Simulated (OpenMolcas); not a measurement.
**SAl⁻: relativistic diatomic calculation (part 2 of 2)**

Continued. System: SAl⁻. Method: SA-CASSCF(8,7)/XMS-CASPT2 + RASSI spin-orbit (X2C scalar, AMFI), ANO-RCC-VTZP (OpenMolcas).

### The program's output (extracts), continued
```
++ Dipole transition strengths (spin-free states):
     for osc. strength at least  1.00000000E-05
      From   To        Osc. strength     Einstein coefficients Ax, Ay, Az (sec-1)    Total A (sec-1)
         1   17       1.16709272E-01  6.92939462E+07  1.61094360E+06  0.00000000E+00  7.09048898E+07
         1   18       1.16709275E-01  1.61094364E+06  6.92939480E+07  0.00000000E+00  7.09048917E+07
         1    5       2.59718421E-01  0.00000000E+00  0.00000000E+00  2.75240659E+08  2.75240659E+08
         1   20       1.41355282E-01  6.83093043E+06  2.72893520E+08  0.00000000E+00  2.79724450E+08
         1   19       1.41355280E-01  2.72893516E+08  6.83093033E+06  0.00000000E+00  2.79724446E+08
         6   12       1.44282492E-03  8.96031073E+04  4.57875860E+02  0.00000000E+00  9.00609832E+04
         6   13       1.44093531E-03  1.17916934E+05  1.56603419E+04  0.00000000E+00  1.33577276E+05
         6   14       1.44552115E-03  1.58103535E+04  1.19046750E+05  0.00000000E+00  1.34857103E+05
         6   15       3.50877860E-04  2.21518145E+02  4.16574728E+04  0.00000000E+00  4.18789910E+04
         6   16       3.69090424E-03  7.53354715E+05  4.00653931E+03  0.00000000E+00  7.57361254E+05
         6    8       4.81509106E-03  0.00000000E+00  0.00000000E+00  2.27724757E+06  2.27724757E+06
         6    9       3.85542629E-04  0.00000000E+00  0.00000000E+00  1.82338403E+05  1.82338403E+05
         6   10       2.20163602E-02  0.00000000E+00  0.00000000E+00  1.61292746E+07  1.61292746E+07
         6   11       1.49606436E-03  0.00000000E+00  0.00000000E+00  1.09602282E+06  1.09602282E+06
         7   12       1.44282492E-03  4.57875834E+02  8.96031071E+04  0.00000000E+00  9.00609830E+04
         7   13       1.44093532E-03  1.56603415E+04  1.17916934E+05  0.00000000E+00  1.33577276E+05
         7   14       1.44552113E-03  1.19046748E+05  1.58103537E+04  0.00000000E+00  1.34857101E+05
         7   15       3.50877862E-04  4.16574730E+04  2.21518271E+02  0.00000000E+00  4.18789913E+04
         7   16       3.69090402E-03  4.00654022E+03  7.53354668E+05  0.00000000E+00  7.57361208E+05
         7    8       3.85542613E-04  0.00000000E+00  0.00000000E+00  1.82338395E+05  1.82338395E+05
         7    9       4.81509126E-03  0.00000000E+00  0.00000000E+00  2.27724766E+06  2.27724766E+06
         7   10       1.49606451E-03  0.00000000E+00  0.00000000E+00  1.09602292E+06  1.09602292E+06
         7   11       2.20163574E-02  0.00000000E+00  0.00000000E+00  1.61292727E+07  1.61292727E+07
        12   16       1.28828500E-04  0.00000000E+00  0.00000000E+00  5.31656664E+03  5.31656664E+03
        12    8       1.92093543E-03  3.53433966E+05  1.48611044E+04  0.00000000E+00  3.68295070E+05
        12    9       1.92093533E-03  1.48611032E+04  3.53433947E+05  0.00000000E+00  3.68295050E+05
        12   10       5.77040951E-02  2.04997537E+07  6.97085043E+05  0.00000000E+00  2.11968388E+07
        12   11       5.77040983E-02  6.97085081E+05  2.04997551E+07  0.00000000E+00  2.11968402E+07
        17    2       1.86611208E-05  5.45669169E+00  1.30761234E+02  0.00000000E+00  1.36217926E+02
        17    3       1.89498559E-05  1.36926064E+02  5.71406331E+00  0.00000000E+00  1.42640127E+02
        17    4       2.55753153E-04  4.81982036E+01  2.11945513E+03  0.00000000E+00  2.16765333E+03
        17    5       1.20378175E-04  7.37797335E+03  1.45921820E+02  0.00000000E+00  7.52389517E+03
        17   19       1.35748190E-05  0.00000000E+00  0.00000000E+00  5.34142373E+03  5.34142373E+03
        18    2       1.86610963E-05  1.30761049E+02  5.45669756E+00  0.00000000E+00  1.36217747E+02
        18    3       1.89498469E-05  5.71402022E+00  1.36926039E+02  0.00000000E+00  1.42640059E+02
        18    4       2.55753203E-04  2.11945552E+03  4.81982370E+01  0.00000000E+00  2.16765376E+03
        18    5       1.20378173E-04  1.45921822E+02  7.37797317E+03  0.00000000E+00  7.52389500E+03
        18   20       1.35748031E-05  0.00000000E+00  0.00000000E+00  5.34141747E+03  5.34141747E+03
        13    8       7.88257236E-05  1.15153349E+04  6.18107800E+01  0.00000000E+00  1.15771457E+04
        13    9       7.88257663E-05  6.18109184E+01  1.15153411E+04  0.00000000E+00  1.15771520E+04
        13   10       1.51881594E-03  4.57721871E+05  4.15109020E+03  0.00000000E+00  4.61872961E+05
        13   11       1.51881546E-03  4.15108450E+03  4.57721735E+05  0.00000000E+00  4.61872819E+05
        14    8       7.86248282E-05  6.13255432E+01  1.14279651E+04  0.00000000E+00  1.14892906E+04
        14    9       7.86248142E-05  1.14279631E+04  6.13254705E+01  0.00000000E+00  1.14892886E+04
        14   10       1.51615450E-03  4.12961455E+03  4.55314313E+05  0.00000000E+00  4.59443928E+05
        14   11       1.51615489E-03  4.55314432E+05  4.12961784E+03  0.00000000E+00  4.59444050E+05
         2   20       4.21261788E-03  1.18453874E+06  5.22581960E+04  0.00000000E+00  1.23679693E+06
         2   19       4.21262030E-03  5.22581665E+04  1.18453948E+06  0.00000000E+00  1.23679764E+06
         3   20       4.20233467E-03  5.18766447E+04  1.17588713E+06  0.00000000E+00  1.22776378E+06
         3   19       4.20233587E-03  1.17588732E+06  5.18768101E+04  0.00000000E+00  1.22776413E+06
         4   20       1.02603554E-02  2.86039372E+06  7.87617896E+04  0.00000000E+00  2.93915551E+06
         4   19       1.02603521E-02  7.87616870E+04  2.86039287E+06  0.00000000E+00  2.93915455E+06
        15    8       1.97230167E-04  9.33120338E+02  2.21665194E+04  0.00000000E+00  2.30996397E+04
        15    9       1.97230120E-04  2.21665140E+04  9.33120223E+02  0.00000000E+00  2.30996342E+04
        15   10       1.15057513E-02  1.00014693E+05  2.89785761E+06  0.00000000E+00  2.99787231E+06
        15   11       1.15057513E-02  2.89785766E+06  1.00014691E+05  0.00000000E+00  2.99787235E+06
        16    8       3.00835490E-04  1.59046920E+04  6.69339537E+02  0.00000000E+00  1.65740315E+04
        16    9       3.00835485E-04  6.69339533E+02  1.59046917E+04  0.00000000E+00  1.65740312E+04
        16   10       4.97111986E-04  7.82186221E+04  2.49141078E+03  0.00000000E+00  8.07100329E+04
        16   11       4.97112045E-04  2.49141106E+03  7.82186329E+04  0.00000000E+00  8.07100440E+04
         5   20       1.83641902E-02  6.62901359E+04  2.54761367E+06  0.00000000E+00  2.61390381E+06
         5   19       1.83641901E-02  2.54761366E+06  6.62901379E+04  0.00000000E+00  2.61390380E+06
         8   10       5.83596350E-05  0.00000000E+00  0.00000000E+00  1.65139688E+03  1.65139688E+03
         9   11       5.83596201E-05  0.00000000E+00  0.00000000E+00  1.65139652E+03  1.65139652E+03
 Electric-quadrupole - electric-quadrupole not included
 Electric-dipole - electric-octupole not included
 Electric-dipole - magnetic-quadrupole not included
   Eigenvalues of complex Hamiltonian:
  (Shifted by EMIN (a.u.) =       -641.4894621135)
 SO State       Relative EMIN(au)   Rel lowest level(eV)    D:o, cm**(-1)      Omega
     1            -0.0000045252        0.0000000000              0.0000         0.0
     2             0.0927571535        2.5241738668          20358.8352         0.0
     3             0.0927611419        2.5242823968          20359.7106         0.0
     4             0.0929800330        2.5302387282          20407.7516         1.0
     5             0.0929800330        2.5302387282          20407.7516         1.0
     6             0.0932048326        2.5363558356          20457.0894         2.0
     7             0.0932048482        2.5363562598          20457.0929         2.0
     8             0.1368257662        3.7233419087          30030.7778         1.0
     9             0.1368257662        3.7233419087          30030.7778         1.0
    10             0.1370459746        3.7293340831          30079.1079         0.0
    11             0.1376656720        3.7461969096          30215.1158         1.0
    12             0.1376656720        3.7461969096          30215.1158         1.0
    13             0.1462361547        3.9794116234          32096.1193         3.0
    14             0.1462361547        3.9794116234          32096.1193         3.0
    15             0.1465803413        3.9887774193          32171.6595         2.0
    16             0.1467516547        3.9934390938          32209.2585         2.0
    17             0.1473612981        4.0100283358          32343.0597         1.0
    18             0.1473612981        4.0100283358          32343.0597         1.0
    19             0.1526997962        4.1552962705          33514.7246         2.0
    20             0.1529311502        4.1615917328          33565.5010         2.0
    21             0.1537656605        4.1842999144          33748.6548         0.0
    22             0.1539295189        4.1887587293          33784.6176         0.0
    23             0.1539869574        4.1903217096          33797.2239         1.0
    24             0.1539869574        4.1903217096          33797.2239         1.0
    25             0.1729020651        4.7050280116          37948.6102         1.0
    26             0.1729020651        4.7050280116          37948.6102         1.0
    27             0.1729021811        4.7050311694          37948.6356         0.0
    28             0.1816185454        4.9422155234          39861.6565         0.0
    29             0.2053076454        5.5868287742          45060.8129         3.0
    30             0.2053076454        5.5868287742          45060.8129         3.0
    31             0.2056294062        5.5955843320          45131.4313         2.0
    32             0.2056294066        5.5955843429          45131.4314         2.0
    33             0.2059670247        5.6047713993          45205.5300         1.0
    34             0.2059670247        5.6047713993          45205.5300         1.0
    35             0.2063237015        5.6144770684          45283.8115         0.0
    36             0.2063239518        5.6144838806          45283.8664         0.0
    37             0.2067045245        5.6248397915          45367.3925         1.0
    38             0.2067045245        5.6248397915          45367.3925         1.0
    39             0.2140837836        5.8256396613          46986.9527         0.0
    40             0.2140839139        5.8256432067          46986.9812         0.0
    41             0.2143520052        5.8329383417          47045.8205         1.0
    42             0.2143520052        5.8329383417          47045.8205         1.0
    43             0.2146051242        5.8398260613          47101.3737         2.0
    44             0.2146051440        5.8398266006          47101.3780         2.0
    45             0.2435764677        6.6281764789          53459.8486         0.0
    46             0.2435767897        6.6281852411          53459.9193         0.0
    47             0.2439572217        6.6385373222          53543.4145         1.0
    48             0.2439572223        6.6385373385          53543.4146         1.0
    49             0.2444058442        6.6507449624          53641.8757         2.0
    50             0.2444058465        6.6507450252          53641.8762         2.0
    51             0.2482105968        6.7542775559          54476.9224         1.0
    52             0.2482105968        6.7542775560          54476.9224         1.0
 Weights of the five most important spin-orbit-free states for each spin-orbit state.
 SO State  Total energy (au)           Spin-free states, spin, and weights
    1        -0.000005       1 0.0  1.0000    6 1.0  0.0000    7 1.0  0.0000   15 1.0  0.0000    8 1.0  0.0000
    2         0.092757       6 1.0  0.4999    7 1.0  0.4999   12 1.0  0.0001    4 0.0  0.0000   22 2.0  0.0000
    3         0.092761       6 1.0  0.5000    7 1.0  0.5000   15 1.0  0.0000    1 0.0  0.0000    5 0.0  0.0000
    4         0.092980       7 1.0  0.9999   12 1.0  0.0000   13 1.0  0.0000   14 1.0  0.0000   17 0.0  0.0000
    5         0.092980
```

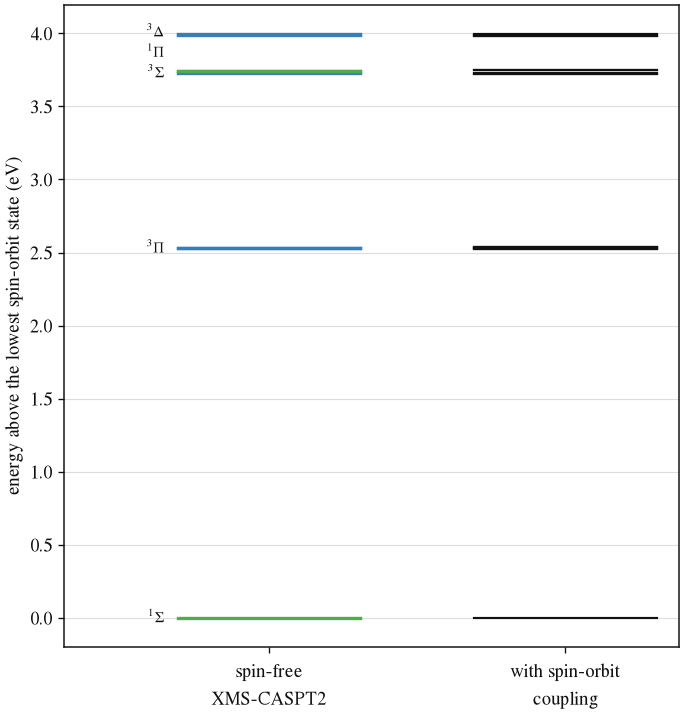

Fig. 2: States up to 4 eV at 2.120 Å, without spin-orbit coupling (left, a colour for each spin multiplicity) and with it (right, where close levels merge). The spin-free states run ¹Σ (0.00 eV), ³Π (2.53 eV), ³Σ (3.73 eV), ¹Π (3.74 eV), ³Δ (3.99 eV) from the lowest. The lowest spin-orbit levels have |Ω| = 0 (0 cm⁻¹), 0 (20,359 cm⁻¹), 1 (20,408 cm⁻¹), 2 (20,457 cm⁻¹), 1 (30,031 cm⁻¹).

### Results in brief

- outcome: converged; components of a degenerate state are split by 51 cm⁻¹; whether the anion is bound against detachment isn't tested
- lowest spin-free state: ¹Σ
- lowest spin-orbit level: Ω = 0, −641.48947 hartree
- next level: Ω = 0, 20,359 cm⁻¹
- wall time: 38 s

### Notes

Limits: the two components of ¹Δ at 4.16 eV, degenerate in CASSCF as they must be, are split by 51 cm⁻¹ in XMS-CASPT2, an artefact that passes into its spin-orbit levels; the run doesn't test whether the anion keeps its extra electron; the basis has no added diffuse functions, and states above the detachment threshold, which may include the lowest, are held only by it.
